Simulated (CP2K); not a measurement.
**MP2/6-311+G(d,p) run of C2H4F2 (1,1-difluoroethane)**

Aim: the energy change on altering one bond length of C2H4F2 (1,1-difluoroethane) at MP2/6-311+G**, from 2 runs. 

Program for the calculation: CP2K 2026.2.

## 1. The structure to begin with

The species is C2H4F2 (8 atoms), meant as a singlet with charge 0. As SMILES, `CC(F)F`. The shape is that of a PBE0-D4/def2-TZVP optimisation.

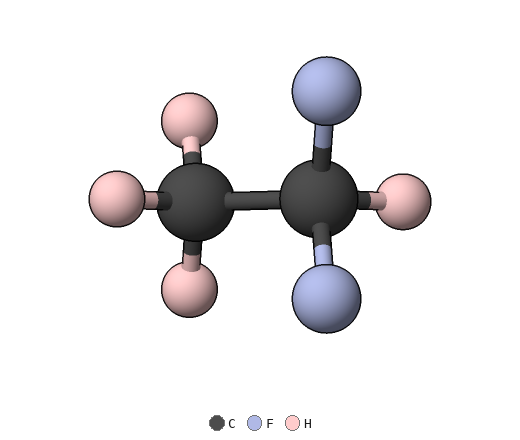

Viewed from a chosen angle; carbon dark grey, fluorine light blue, hydrogen pink.

## 2. A single-point energy at MP2/6-311+G(d,p)

Contents of calc.inp:

```
&FORCE_EVAL
  METHOD QS
  &DFT
    BASIS_SET_FILE_NAME ./6_311pgss.basis
    POTENTIAL_FILE_NAME POTENTIAL
    &QS
      METHOD GAPW
      EPS_DEFAULT 1.0E-10
    &END QS
    &MGRID
      CUTOFF 280
      REL_CUTOFF 50
      NGRIDS 4
    &END MGRID
    &POISSON
      PERIODIC NONE
      POISSON_SOLVER MULTIPOLE
    &END POISSON
    # SCF settings
    &SCF
      SCF_GUESS ATOMIC
      EPS_SCF 1.0E-07
      MAX_SCF 80
      ADDED_MOS 5
      &DIAGONALIZATION
        ALGORITHM STANDARD
      &END DIAGONALIZATION
      &MIXING
        METHOD DIRECT_P_MIXING
        ALPHA 0.4
      &END MIXING
    &END SCF
    &XC
      &XC_FUNCTIONAL NONE
      &END XC_FUNCTIONAL
      # exact exchange
      &HF
        FRACTION 1
        &SCREENING
          EPS_SCHWARZ 1.0E-10
        &END SCREENING
        &MEMORY
          MAX_MEMORY 1050
        &END MEMORY
      &END HF
      # correlation from orbitals
      &WF_CORRELATION
        &MP2
          METHOD DIRECT_CANONICAL
        &END MP2
        MEMORY 900
      &END WF_CORRELATION
    &END XC
    # extra output
    &PRINT
      &MOMENTS
        PERIODIC F
        REFERENCE COM
        MAX_MOMENT 1
      &END MOMENTS
      &MO ON
        ENERGIES T
        OCCUPATION_NUMBERS T
        NDIGITS 6
        &EACH
          QS_SCF 0
        &END EACH
        ADD_LAST NUMERIC
      &END MO
      &LOWDIN ON
      &END LOWDIN
      &HIRSHFELD OFF
      &END HIRSHFELD
    &END PRINT
  &END DFT
  # structure
  &SUBSYS
    &CELL
      ABC 10.6 11 10.9
      PERIODIC NONE
    &END CELL
    &COORD
      UNIT bohr
      C      0.0062361     1.4694510     0.0440306
      C     -0.0982658    -1.3572013    -0.0154958
      F      1.7489415    -2.3496855     1.4722856
      F      0.3178519    -2.2149480    -2.4035427
      H      1.8545772     2.1011865    -0.6149169
      H     -0.2970649     2.1406818     1.9687167
      H     -1.4569788     2.2499079    -1.1791891
      H     -1.9012535    -2.1474848     0.6226648
    &END COORD
    &TOPOLOGY
      &CENTER_COORDINATES
      &END CENTER_COORDINATES
    &END TOPOLOGY
    &KIND C
      BASIS_SET 6-311pGss
      POTENTIAL ALL
      LEBEDEV_GRID 194
      RADIAL_GRID 100
    &END KIND
    &KIND F
      BASIS_SET 6-311pGss
      POTENTIAL ALL
      LEBEDEV_GRID 194
      RADIAL_GRID 100
    &END KIND
    &KIND H
      BASIS_SET 6-311pGss
      POTENTIAL ALL
      LEBEDEV_GRID 194
      RADIAL_GRID 100
    &END KIND
  &END SUBSYS
&END FORCE_EVAL

&GLOBAL
  PROJECT calc
  RUN_TYPE ENERGY
  PRINT_LEVEL MEDIUM
&END GLOBAL
```

Run with:

```bash
$ OMP_NUM_THREADS=1 cp2k.psmp -i calc.inp > calc.out 2>&1
```

Output:

```text
CP2K| version string:                                       CP2K version 2026.2
[...]
 GLOBAL| Method name                                                        CP2K
[...]
 GLOBAL| Run type                                                         ENERGY
[...]
 DFT| Spin restricted Kohn-Sham (RKS) calculation                            RKS
 DFT| Multiplicity                                                             1
[...]
 DFT| Charge                                                                   0
[...]
 QS| Method:                                                                GAPW
[...]
 QS| Density cutoff [a.u.]:                                                140.0
[...]
 QS| Relative density cutoff [a.u.]:                                        25.0
[...]
                             - Atoms:                                          8
[...]
                             - Spherical basis functions:                    112
[...]
 Number of electrons:                                                         34
[...]
     1 P_Mix/Diag. 0.40E+00    4.0     0.33872255      -277.9965160843 -2.78E+02
[...]
    16 DIIS/Diag.  0.68E-07    0.6     8.4957E-09      -277.0292316098 -3.41E-13
  *** SCF run converged in    16 steps ***
[...]
  Overlap energy of the core charge distribution:               0.00000350131757
  Self energy of the core charge distribution:               -272.99416844317636
  Core Hamiltonian energy:                                    -22.06567749319538
  Hartree energy:                                              73.84545845806063
  Exchange-correlation energy:                                  0.00000000000000
  Hartree-Fock Exchange energy:                               -31.99443425657861
[...]
                     Mulliken Population Analysis
 #  Atom  Element  Kind  Atomic population                           Net charge
       1     C        1          6.357544                             -0.357544
       2     C        1          5.784464                              0.215536
       3     F        2          9.216169                             -0.216169
       4     F        2          9.216190                             -0.216190
       5     H        3          0.847508                              0.152492
       6     H        3          0.855596                              0.144404
       7     H        3          0.855617                              0.144383
       8     H        3          0.866912                              0.133088
 # Total charge                             34.000000                  0.000000
[...]
  Dipole moment [Debye]
    X= -0.1741875E+01 Y=  0.1882316E+01 Z=  0.7088246E+00  Total=      2.6607656
[...]
 ENERGY| Total FORCE_EVAL ( QS ) energy [hartree]           -277.815886591378387
[...]
```

Wall time 20 s (1 thread of Intel Xeon Platinum 8488C (Sapphire Rapids), shared host); peak memory 0.76 GiB.

## 3. The distorted shape

Contents of job.inp:

```
&GLOBAL
   PROJECT_NAME job
   RUN_TYPE ENERGY
   PRINT_LEVEL MEDIUM
&END GLOBAL

&FORCE_EVAL
   METHOD QS
   &DFT
      BASIS_SET_FILE_NAME ./6_311pgss.basis
      POTENTIAL_FILE_NAME POTENTIAL
      CHARGE 0
      MULTIPLICITY 1
      &QS
         METHOD GAPW
         EPS_DEFAULT 1.0E-10
      &END QS
      &MGRID
         CUTOFF 280
         REL_CUTOFF 50
         NGRIDS 4
      &END MGRID
      &POISSON
         PERIODIC NONE
         POISSON_SOLVER MULTIPOLE
      &END POISSON
      &SCF
         SCF_GUESS ATOMIC
         EPS_SCF 1.0E-07
         MAX_SCF 150
         ADDED_MOS 3
         &DIAGONALIZATION
            ALGORITHM STANDARD
         &END DIAGONALIZATION
         &MIXING
            METHOD DIRECT_P_MIXING
            ALPHA 0.4
         &END MIXING
      &END SCF
      &XC
         &XC_FUNCTIONAL NONE
         &END XC_FUNCTIONAL
         &HF
            FRACTION 1
            &SCREENING
               EPS_SCHWARZ 1.0E-10
               SCREEN_ON_INITIAL_P F
            &END SCREENING
            &INTERACTION_POTENTIAL
               POTENTIAL_TYPE COULOMB
            &END INTERACTION_POTENTIAL
            &MEMORY
               MAX_MEMORY 1050
            &END MEMORY
         &END HF
         &WF_CORRELATION
            &MP2
               METHOD DIRECT_CANONICAL
            &END MP2
            MEMORY 900
         &END WF_CORRELATION
      &END XC
      &PRINT
         &MOMENTS
            PERIODIC F
            REFERENCE COM
            MAX_MOMENT 1
         &END MOMENTS
         &MO ON
            ENERGIES T
            OCCUPATION_NUMBERS T
            NDIGITS 6
            &EACH
               QS_SCF 0
            &END EACH
            ADD_LAST NUMERIC
         &END MO
         &LOWDIN ON
         &END LOWDIN
         &HIRSHFELD OFF
         &END HIRSHFELD
      &END PRINT
   &END DFT
   &SUBSYS
      &CELL
         ABC [angstrom] 11.1 11.1 10.9
         PERIODIC NONE
      &END CELL
      &COORD
         SCALED T
         C    0.52289680   0.57703072   0.51269266
         C    0.51791482   0.44227396   0.50980275
         F    0.60597788   0.39495865   0.58203211
         F    0.53775266   0.40138207   0.39386697
         H    0.61101392   0.60714784   0.48070183
         H    0.50843734   0.60903072   0.60613303
         H    0.45314005   0.61423793   0.45330734
         H    0.38898608   0.38576207   0.55627394
      &END COORD
      &KIND C
         BASIS_SET 6-311pGss
         POTENTIAL ALL
         LEBEDEV_GRID 194
         RADIAL_GRID 100
      &END KIND
      &KIND F
         BASIS_SET 6-311pGss
         POTENTIAL ALL
         LEBEDEV_GRID 194
         RADIAL_GRID 100
      &END KIND
      &KIND H
         BASIS_SET 6-311pGss
         POTENTIAL ALL
         LEBEDEV_GRID 194
         RADIAL_GRID 100
      &END KIND
   &END SUBSYS
&END FORCE_EVAL
```

Run with:

```bash
$ OMP_NUM_THREADS=1 cp2k.psmp job.inp > job.out
```

Output:

```text
CP2K| version string:                                       CP2K version 2026.2
[...]
 GLOBAL| Method name                                                        CP2K
[...]
 GLOBAL| Run type                                                         ENERGY
[...]
 DFT| Spin restricted Kohn-Sham (RKS) calculation                            RKS
 DFT| Multiplicity                                                             1
[...]
 DFT| Charge                                                                   0
[...]
 QS| Method:                                                                GAPW
[...]
 QS| Density cutoff [a.u.]:                                                140.0
[...]
 QS| Relative density cutoff [a.u.]:                                        25.0
[...]
                             - Atoms:                                          8
[...]
                             - Spherical basis functions:                    112
[...]
 Number of electrons:                                                         34
[...]
     1 P_Mix/Diag. 0.40E+00    4.0     0.33010293      -277.6920618347 -2.78E+02
[...]
    16 DIIS/Diag.  0.41E-06    0.7     0.00000008      -276.9401191948  5.68E-14
  *** SCF run converged in    16 steps ***
[...]
  Overlap energy of the core charge distribution:               0.00000273224837
  Self energy of the core charge distribution:               -272.99416844317636
  Core Hamiltonian energy:                                    -22.48979002247659
  Hartree energy:                                              74.24461309392879
  Exchange-correlation energy:                                  0.00000000000000
  Hartree-Fock Exchange energy:                               -31.81402779772861
[...]
                     Mulliken Population Analysis
 #  Atom  Element  Kind  Atomic population                           Net charge
       1     C        1          6.332504                             -0.332504
       2     C        1          5.927476                              0.072524
       3     F        2          9.146449                             -0.146449
       4     F        2          9.146492                             -0.146492
       5     H        3          0.845741                              0.154259
       6     H        3          0.844659                              0.155341
       7     H        3          0.844735                              0.155265
       8     H        3          0.911945                              0.088055
 # Total charge                             34.000000                  0.000000
[...]
  Dipole moment [Debye]
    X= -0.1088150E+01 Y=  0.2165954E+01 Z=  0.4777806E+00  Total=      2.4705667
[...]
 ENERGY| Total FORCE_EVAL ( QS ) energy [hartree]           -277.738744663575744
[...]
```

Wall time 21 s (1 thread of Intel Xeon Platinum 8488C (Sapphire Rapids), shared host); peak memory 0.81 GiB.

## 4. What came out

Level: MP2/6-311+G**.

```
                                                                quantity          value
                                               first shape: total energy  -277.81589 Eh
    first shape: dipole moment (of the density that the program reports)         2.66 D
                        first shape: HOMO energy (Hartree–Fock orbitals)      -14.12 eV
                        first shape: LUMO energy (Hartree–Fock orbitals)        1.91 eV
                      first shape: HOMO–LUMO gap (Hartree–Fock orbitals)       16.03 eV
                                         first shape: correlation energy     -786.7 mEh
                                           distorted shape: total energy  -277.73874 Eh
distorted shape: dipole moment (of the density that the program reports)         2.47 D
                    distorted shape: HOMO energy (Hartree–Fock orbitals)      -12.07 eV
                    distorted shape: LUMO energy (Hartree–Fock orbitals)        1.98 eV
                  distorted shape: HOMO–LUMO gap (Hartree–Fock orbitals)       14.05 eV
                                     distorted shape: correlation energy     -798.6 mEh
       energy change with the C2–H8 bond stretched from 1.095 to 1.643 Å       2.099 eV
```

**Reading.** With the C2–H8 bond stretched from 1.095 to 1.643 Å the energy rises by 2.10 eV (203 kJ/mol). The first shape isn't relaxed at this level, so the change isn't measured from a minimum.
